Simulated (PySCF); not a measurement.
# NMR shielding calculation, with input and output: C4H8OSi

- system: C4H8OSi
- method: GIAO PBE0/6-31G* NMR shielding, non-relativistic, gas phase (PySCF 2.14.0)

The geometry comes from this level: PBE0-D3(BJ)/def2-SVP. Figures and captions count atoms from 1; the log counts them from 0 in places.

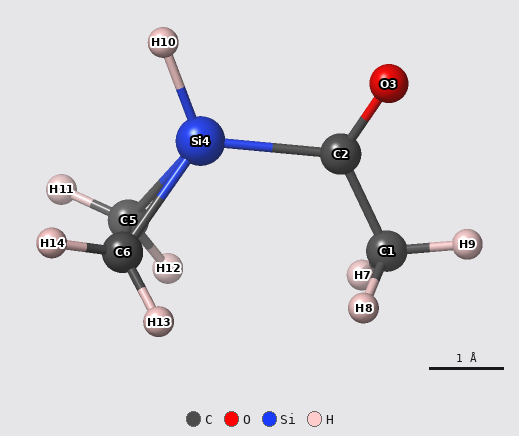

Figure 1. The input geometry (ball-and-stick view, seen at a tilt; atoms are numbered from 1 in the order of the input). Bond lengths as drawn: C–C 1.51 to 1.53 Å, C–H 1.10 Å, C–O 1.21 Å, C–Si 1.87 to 1.92 Å and H–Si 1.48 Å.

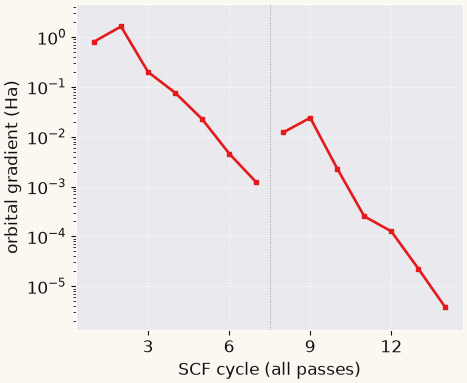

Figure 2. Convergence of the self-consistent field: orbital gradient against the SCF cycle. The dotted line marks the change from a coarse to the final integration grid. The first 7 cycles use a coarse grid, the final grid takes over at cycle 8, and the field converges after 14 cycles in all.

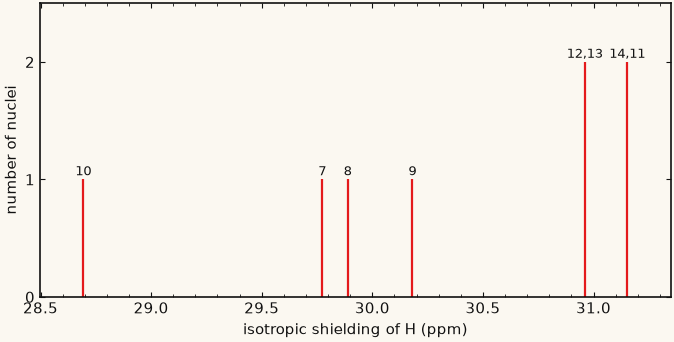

Figure 3. Isotropic shieldings of the hydrogen nuclei in this fixed geometry, labelled by atom number; shielding grows to the right, so chemical shift grows to the left. The least shielded is H10 (28.7 ppm), the most shielded H11 (31.2 ppm).

The input and output of the run follow.

### Input
```
{"job": {"kind": "nmr", "xc": "PBE0", "basis": "6-31G*", "pop": true}, "charge": 0, "multiplicity": 1}
C      1.959106    -0.008906    -0.323229
C      1.421926    -0.049136     1.084641
O      2.146019    -0.104672     2.053729
Si    -0.473644    -0.022366     1.362907
C     -1.573078     0.795275     0.089310
C     -1.593919    -0.730014     0.041471
H      1.550809     0.856664    -0.868870
H      1.642397    -0.912928    -0.868467
H      3.056441     0.042038    -0.300058
H     -0.889784    -0.058528     2.784365
H     -2.484764     1.292713     0.438617
H     -1.112030     1.318568    -0.755786
H     -1.138768    -1.210515    -0.831829
H     -2.519202    -1.225643     0.355610
```

The first line tells a small driver script what to run in PySCF; the rest is the geometry in Å.

Run as:
```bash
OMP_NUM_THREADS=1 python <driver script> task.json out
```

### The program's output
```
coarse grid: 12016 points
cycle   1  E = -521.4082012958  dE =  6.831e-01  |g| = 8.055e-01  |ddm| = 3.413e+00
cycle   2  E = -520.9970113921  dE =  4.112e-01  |g| = 1.626e+00  |ddm| = 2.122e+00
cycle   3  E = -521.5429168541  dE = -5.459e-01  |g| = 1.989e-01  |ddm| = 1.586e+00
cycle   4  E = -521.5516788457  dE = -8.762e-03  |g| = 7.634e-02  |ddm| = 2.454e-01
cycle   5  E = -521.5530657276  dE = -1.387e-03  |g| = 2.255e-02  |ddm| = 9.894e-02
cycle   6  E = -521.5532156541  dE = -1.499e-04  |g| = 4.601e-03  |ddm| = 2.932e-02
cycle   7  E = -521.5532206641  dE = -5.010e-06  |g| = 1.225e-03  |ddm| = 5.901e-03
final grid: 110944 points
cycle   8  E = -521.4919859324  dE = -3.889e-06  |g| = 1.219e-02  |ddm| = 2.152e-02
cycle   9  E = -521.4918964079  dE =  8.952e-05  |g| = 2.397e-02  |ddm| = 2.798e-02
cycle  10  E = -521.4920183747  dE = -1.220e-04  |g| = 2.287e-03  |ddm| = 1.975e-02
cycle  11  E = -521.4920195641  dE = -1.189e-06  |g| = 2.530e-04  |ddm| = 2.057e-03
cycle  12  E = -521.4920195813  dE = -1.727e-08  |g| = 1.262e-04  |ddm| = 4.722e-04
cycle  13  E = -521.4920195858  dE = -4.474e-09  |g| = 2.253e-05  |ddm| = 1.466e-04
cycle  14  E = -521.4920195860  dE = -1.452e-10  |g| = 3.762e-06  |ddm| = 3.641e-05
converged SCF energy = -521.4920195860

GIAO shielding tensors (ppm)
atom      isotropic    diamagn.    paramagn.     s11        s22        s33       span
  0 C      161.517     253.883     -92.366    132.634    151.932    199.985     67.351
  1 C      -28.755     248.585    -277.339   -129.329    -65.814    108.878    238.208
  2 O     -444.534     392.362    -836.895  -1253.515   -438.685    358.599   1612.115
  3 Si     530.587     885.160    -354.572    410.056    419.905    761.800    351.744
  4 C      194.443     253.442     -58.999    176.414    188.785    218.129     41.715
  5 C      194.697     253.495     -58.798    176.337    189.446    218.308     41.972
  6 H       29.774      31.125      -1.351     25.948     30.802     32.572      6.624
  7 H       29.889      30.839      -0.950     26.251     31.000     32.415      6.163
  8 H       30.182      29.507       0.675     27.338     28.013     35.194      7.856
  9 H       28.694      29.948      -1.254     23.321     26.599     36.161     12.840
 10 H       31.157      29.505       1.653     25.951     26.905     40.617     14.666
 11 H       30.953      31.281      -0.328     25.877     27.801     39.182     13.305
 12 H       30.968      31.364      -0.396     25.888     27.815     39.201     13.313
 13 H       31.148      29.542       1.606     25.944     26.891     40.610     14.665
```

### Key numbers

- outcome: converged
- total energy: −521.492020 hartree
- HOMO: −6.64 eV
- LUMO: −0.95 eV
- dipole moment: 2.78 D
- isotropic shielding, C: −28.8 to 194.7 ppm
- isotropic shielding, O: −444.5 ppm
- isotropic shielding, Si: 530.6 ppm
- isotropic shielding, H: 28.7 to 31.2 ppm
- hardware: 1 CPU thread, shared host
- wall time: 8 s
- peak memory: 0.6 GiB
